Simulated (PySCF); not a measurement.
Run report: BH2Cl, single-point calculation

System: BH2Cl.
Method: B3LYP/def2-TZVPPD, RKS (PySCF 2.14.0).

The geometry comes from this level: PBE0-D4/def2-TZVP.

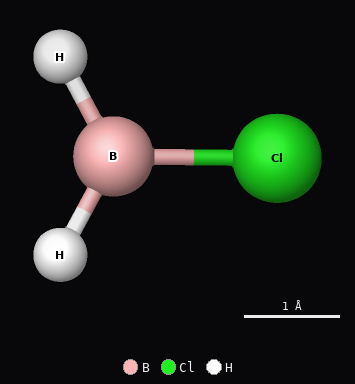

**Figure 1.** The structure as given in the input (ball-and-stick view, seen on its broad side). Bond lengths as drawn: B–Cl 1.73 Å and B–H 1.19 Å.

## Key numbers

- outcome: converged
- total energy: −486.311754 hartree
- basis functions: 122
- HOMO: −8.45 eV
- LUMO: −2.09 eV
- dipole moment: 0.57 D
- hardware: 1 thread of Arm Neoverse V1, 24 GiB of memory available, shared host
- wall time: 9 s
- peak memory: 0.64 GiB

## The input (job.py)
```python
# BCl
from pyscf import gto, dft

molecule = gto.M(
    atom='B -0.116700 0.021700 -0.075300; Cl 1.365000 -0.395300 0.721200; H -1.106200 -0.559500 0.240400; H -0.086600 0.872800 -0.906600',
    basis='def2-tzvppd',
    max_memory=1860,
    charge=0,
    verbose=3,
)

mf = dft.RKS(molecule, xc='b3lyp')
mf.grids.level = 4
mf.conv_tol = 1e-10
mf.kernel()
if not mf.converged:
    mf = mf.newton().run(mf.mo_coeff, mf.mo_occ)

e_tot = mf.e_tot
print(f'total energy: {e_tot:.8f} hartree')
```

Launched with:
```bash
OMP_NUM_THREADS=1 python job.py
```

## Output
```
converged SCF energy = -486.311753574265
total energy: -486.31175357 hartree
```

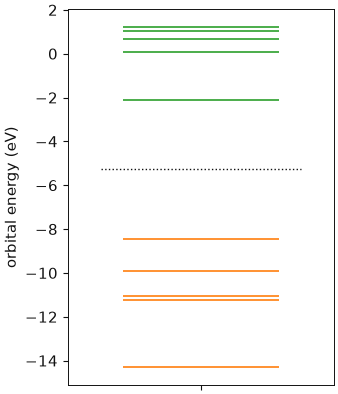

**Figure 2.** Orbital energies near the frontier; the dotted line parts filled from empty levels, and levels within 0.02 eV of each other stand side by side. Highest filled −8.45 eV, lowest empty −2.09 eV, 6.36 eV apart.
